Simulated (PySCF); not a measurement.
Run report: Ni⁻, atomic calculation

Ni⁻, configuration 1s2 2s2 2p6 3s2 3p6 3d9 4s2, multiplicity 2. Computed at this level: unrestricted HF, aug-cc-pVTZ-DK, spin-free X2C-1e, Gaussian nucleus (PySCF).

**Summary**

- outcome: converged
- total energy: −1519.0340 hartree
- ⟨S²⟩: 0.781
- ⟨L²⟩: 6.03
- SCF iterations: 12
- hardware: 1 CPU thread, shared host
- CPU time: 24 s (integrals apart)

**Remarks**

Caveats: unstable response matrix: no polarizability.

**The input**
```python
from pyscf import gto, scf, dft, mp, cc
import basis_set_exchange as bse
mol = gto.M(atom="Ni 0 0 0", charge=-1, spin=1, symmetry="D2h",
            basis=gto.basis.parse(bse.get_basis("aug-cc-pVTZ-DK", elements=["Ni"], fmt="nwchem")),
            nucmod="G")
mf = scf.UHF(mol).sfx2c1e()
mf.irrep_nelec = {'Ag': (6, 5), 'B1g': (1, 1), 'B2g': (1, 1), 'B3g': (1, 1), 'B1u': (2, 2), 'B2u': (2, 2), 'B3u': (2, 2)}
mf.kernel()
```

The script is an equivalent of what the driver set up; the driver started from orbitals of its own, so the log can be shorter than this script's would be, and it computed the properties (radii, ⟨L²⟩, response) afterwards. It held the occupations shell by shell, which the script's counts by irreducible representation don't always enforce.

**Output (extracts)**
```
damping factor = 0
level_shift factor = 0
DIIS = <class 'pyscf.scf.diis.CDIIS'>
diis_start_cycle = 1
diis_space = 10
diis_damp = 0
SCF conv_tol = 1e-09
SCF conv_tol_grad = None
number electrons alpha = 15  beta = 14
cycle= 1 E= -1519.03386664617  delta_E= -0.00462  |g|= 0.0248  |ddm|= 0.0368
cycle= 2 E= -1519.03395099864  delta_E= -8.44e-05  |g|= 0.00437  |ddm|= 0.0076
cycle= 3 E= -1519.03395554474  delta_E= -4.55e-06  |g|= 0.00298  |ddm|= 0.00413
cycle= 4 E= -1519.03395719692  delta_E= -1.65e-06  |g|= 0.000694  |ddm|= 0.00167
cycle= 5 E= -1519.03395804448  delta_E= -8.48e-07  |g|= 0.000275  |ddm|= 0.00238
cycle= 6 E= -1519.03395827486  delta_E= -2.3e-07  |g|= 0.000101  |ddm|= 0.00217
cycle= 7 E= -1519.03395834281  delta_E= -6.79e-08  |g|= 5.32e-05  |ddm|= 0.00181
cycle= 8 E= -1519.03395838353  delta_E= -4.07e-08  |g|= 3.8e-05  |ddm|= 0.00173
cycle= 9 E= -1519.03395841836  delta_E= -3.48e-08  |g|= 3.08e-05  |ddm|= 0.002
cycle= 10 E= -1519.03395845521  delta_E= -3.68e-08  |g|= 1.91e-05  |ddm|= 0.00324
cycle= 11 E= -1519.0339584676  delta_E= -1.24e-08  |g|= 5.38e-06  |ddm|= 0.00293
cycle= 12 E= -1519.03395846772  delta_E= -1.17e-10  |g|= 8.35e-07  |ddm|= 0.000257
converged SCF energy = -1519.03395846772  <S^2> = 0.78127503  2S+1 = 2.0310342
```

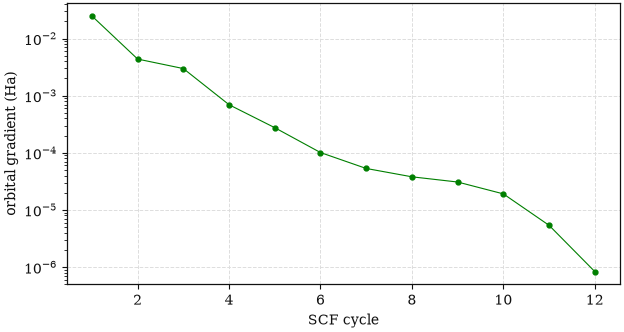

Convergence: orbital gradient against the SCF cycle. The residual falls at every step. It goes from 0.025 to 8.4×10⁻⁷ in 12 steps.

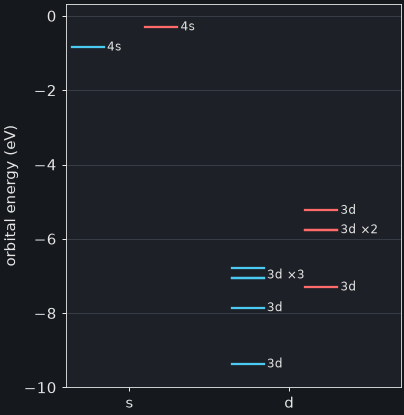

Orbital energies of the mean field, from the top down to −9.37 eV, by angular momentum, α spin at the left of each column and β at the right; ×n counts the orbitals under one label. The highest filled orbital is 4s β at −0.305 eV, the lowest empty one p β at 3.43 eV.

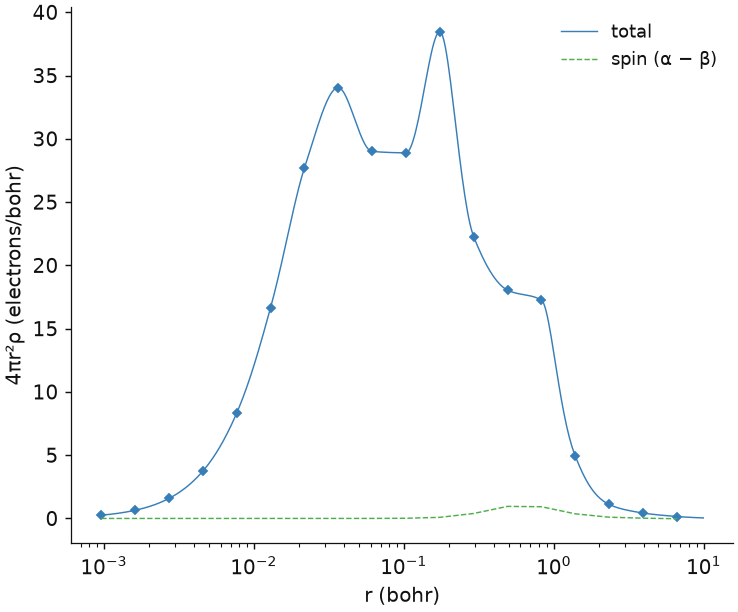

Spherically averaged radial density 4πr²ρ of the mean field and its spin part; markers are the stored points, which are sparse, and the line is a monotone interpolation between them. The largest stored value is 38.5 electrons/bohr at r = 0.17 bohr. Root-mean-square radii of the shells: 2p 0.238, 2s 0.265, 3s 0.799, 3p 0.857, 3d 1.25, 4s 5.21 bohr.
